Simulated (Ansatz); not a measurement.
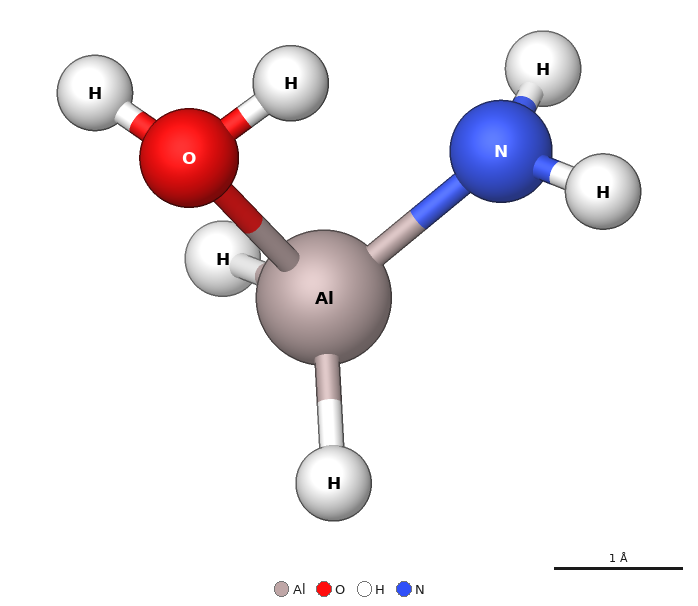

Ball-and-stick drawing of a structure. Every bond is drawn as one stick, whatever its order.

Description:

Formula AlH₆NO. This geometry has C1 symmetry. Coordination, clear cases only: 1 O trigonal pyramidal.

The parts below concern this one geometry. Atoms keep their numbers from picture to picture. Computed geometry: PBE0-D4/def2-TZVP optimisation.

### Geometry

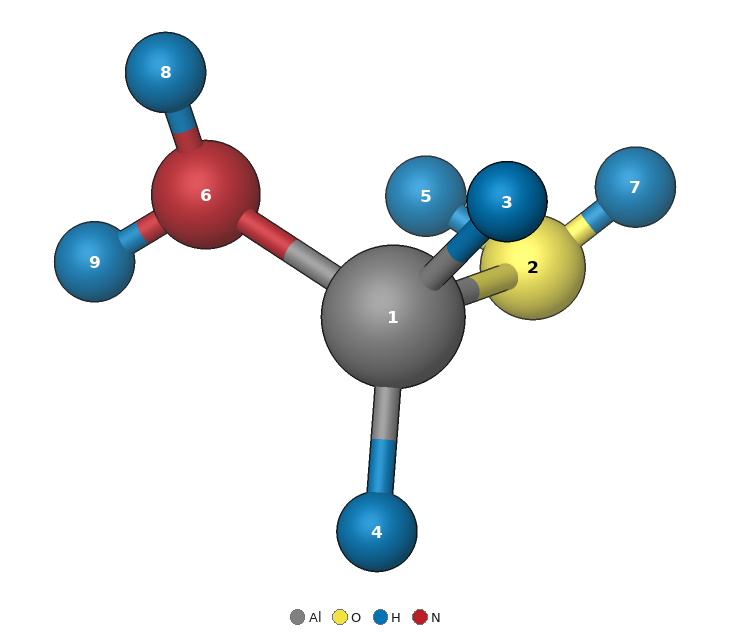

The atoms are numbered.

List the bonds and their lengths.

```json
{"bond": "Al1–O2", "length (Å)": "2.013"}
{"bond": "Al1–H3", "length (Å)": "1.597"}
{"bond": "Al1–H4", "length (Å)": "1.588"}
{"bond": "Al1–N6", "length (Å)": "1.838"}
{"bond": "O2–H5", "length (Å)": "0.989"}
{"bond": "O2–H7", "length (Å)": "0.963"}
{"bond": "N6–H8", "length (Å)": "1.010"}
{"bond": "N6–H9", "length (Å)": "1.010"}
```

### Charges

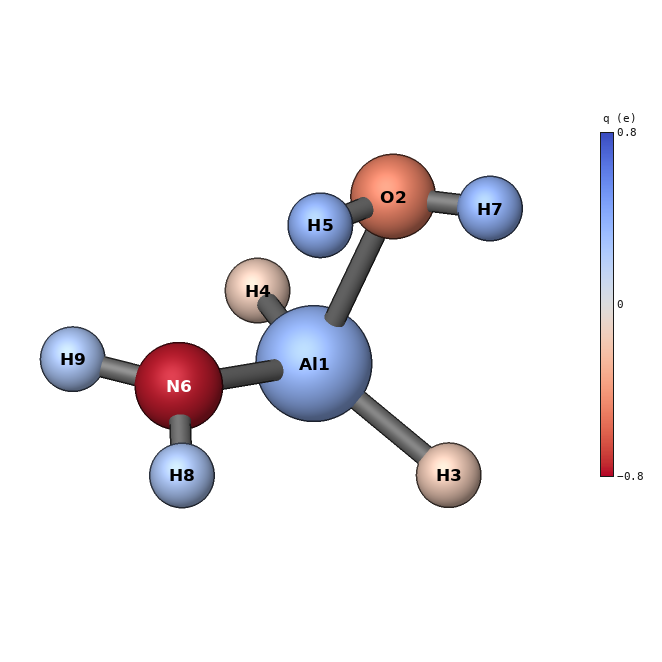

Atoms are coloured by their Mulliken charges. Properties computed with RKS PBE0-D4/def2-TZVP (Ansatz 0.2.0).

> Which atom carries the highest charge (most positive or least negative)?

H5, H7 (0.36 e).

> And the lowest?

N6 (−0.76 e).

List the Mulliken charges.

| atom | value (e) |
| --- | --- |
| Al1 | 0.35 |
| O2 | −0.48 |
| H3 | −0.15 |
| H4 | −0.14 |
| H5 | 0.36 |
| N6 | −0.76 |
| H7 | 0.36 |
| H8 | 0.24 |
| H9 | 0.24 |

### Thermal motion

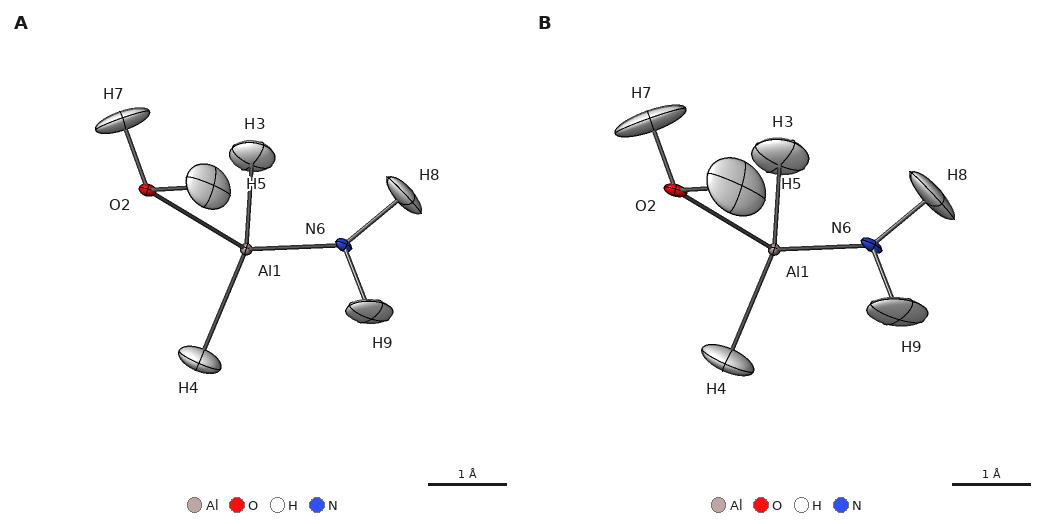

Displacement ellipsoids at the 50 % level, from the internal vibrations of the free molecule (harmonic, no overall translation or rotation; no half-axis is drawn under 0.075 Å). Vibrations computed with RKS PBE0-D4/def2-TZVP (Ansatz 0.2.0). One panel is for 298 K, the other for 600 K.

> Which panel is for 600 K?

B.

> How much does the mean-square displacement of N6 grow, and why?

U_eq goes from 0.0027 to 0.0048 Å², a factor of 1.8. Modes below kT (417 cm⁻¹ at 600 K) grow about in proportion to T, and the lowest lies at 175 cm⁻¹; the mean-square amplitude of a mode is its zero-point value times coth(ħω/2kT), which comes close to 1 only above about 3kT.

### Dipole moment

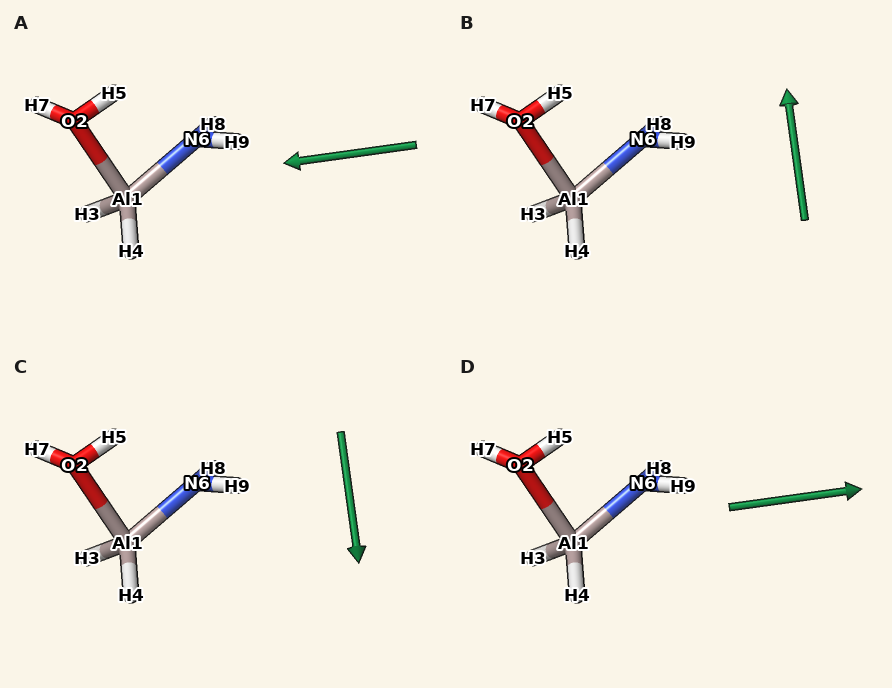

The same molecule four times, each with an arrow. Level of theory: RKS PBE0-D4/def2-TZVP (Ansatz 0.2.0).

> Which arrow points along the dipole moment, from the negative to the positive end?

B. The dipole moment is 3.09 D; it points from the side of H4 to the side of H5, H7 (the outermost atoms at the two ends).

Mulliken values depend strongly on the basis set and can even reverse the polarity of a bond.
